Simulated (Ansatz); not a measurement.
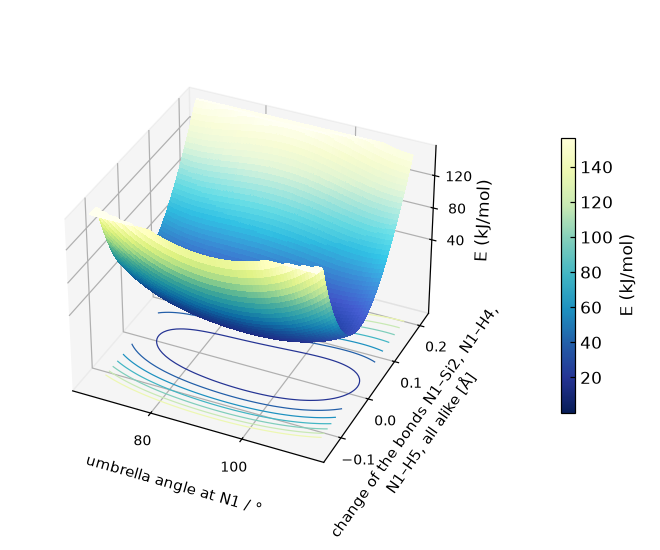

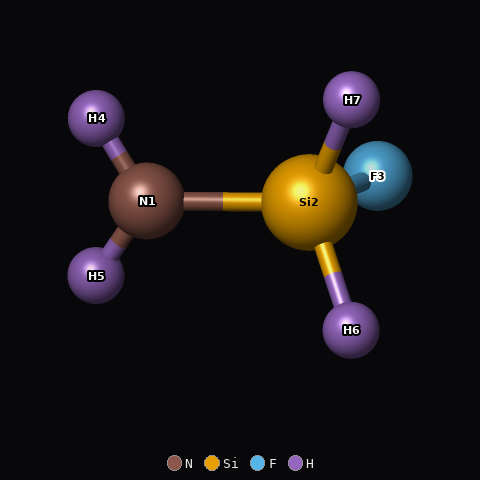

Energy landscape of FH4NSi, SMILES N[SiH2]F. The first coordinate is: umbrella angle at N1 (between each of its bonds and their common axis; 90 is planar); the second: change of the bonds N1–Si2, N1–H4, N1–H5, all alike. Nothing is relaxed (all other coordinates rigid). Grid: 15 × 15 points. Points are written as (first, second). All energies are given in kJ/mol relative to the relaxed molecule at the same level. All numbers below come from RKS B3LYP-D4/def2-TZVP in Ansatz.

In the figure: a relief with its contours projected below, any walls above the top of the colour scale cut off. Between grid points the surface is interpolated. The second picture is the structure at the lowest point.

**Describe this landscape.**

The lowest grid point is at (96.9°, 0.012 Å), 0.8 kJ/mol from the relaxed molecule at the same level. It is the only kind of minimum in the scanned range. The highest grid point, (66.0°, −0.136 Å), lies 207 kJ/mol above the lowest. Round the minimum the valley is somewhat tilted: raising the first coordinate shifts the best value of the second coordinate upwards (coupling k₁₂/√(k₁₁k₂₂) about −0.2).

The whole map (225 points run) took 20 min on 1 thread of Arm Neoverse N1, on a shared host.
